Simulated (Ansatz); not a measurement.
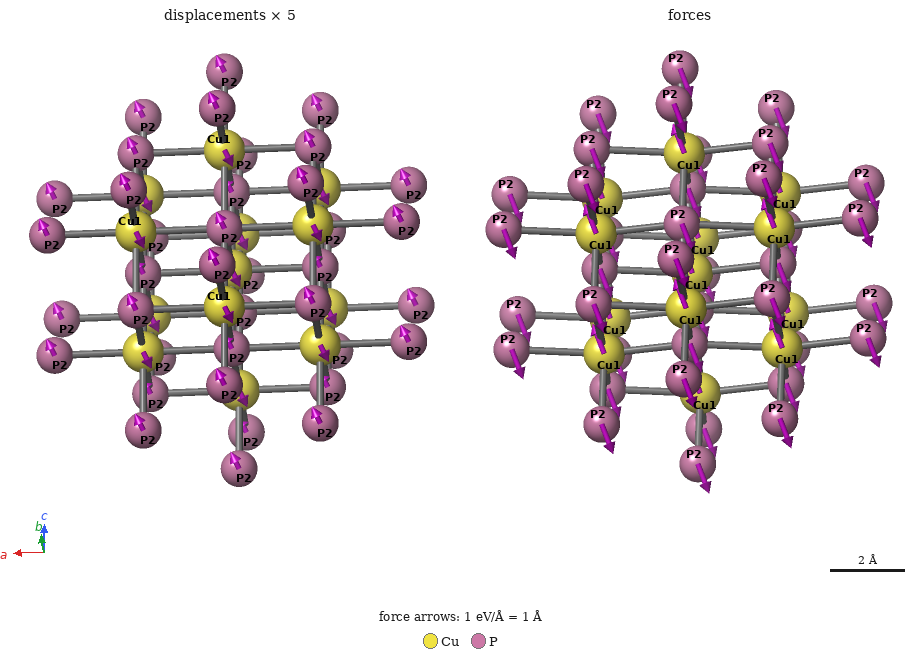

Left: a crystal of CuP (built on the rocksalt type), with purple arrows for the displacements applied to it (without the part that the change of the cell carries along). Right: the displaced structure with the computed forces. Besides, the cell is strained by +2.1 % roughly along [2 −3 1], +0.9 % roughly along [2 1 1], −1.3 % along [1 0 −2] (volume +1.7 %). Style: ball-and-stick. Shown: the conventional cell (4 times the calculation's cell), from a free direction. Lengths and directions refer to the drawn axes.

Method: DFT r2SCAN, scalar-relativistic, plane waves, PAW (Ansatz 0.2.0). Settings: plane-wave cutoff 500 eV; k-point mesh 12 × 12 × 12; occupations gaussian; smearing width 0.05 eV; no spin polarisation.

### Where do the forces point?

Atoms are displaced by 0.10 Å relative to the cell: Cu1 0.10 Å roughly along [−1 −2 −2], P2 0.10 Å roughly along [1 2 2]. No relaxation follows. The energy rises by 45.7 meV per atom. Pressure: 0.0 GPa before, 0.4 GPa after. The principal stresses (compression positive) are 4.6 GPa roughly along c, −1.2 GPa roughly along [3 −1 0], −2.1 GPa roughly along [1 3 0]. The largest forces, 0.87 eV/Å, act on Cu1 and P2; on P2 it points along [−1 −1 −3]. The forces mostly point back along the displacements (cosine −0.97). Among the bonded contacts that change: Cu–P 2.408 → 2.244 to 2.573 Å. The space group (tolerance 0.01 Å) goes from Fm-3m (No. 225) to P1 (No. 1).
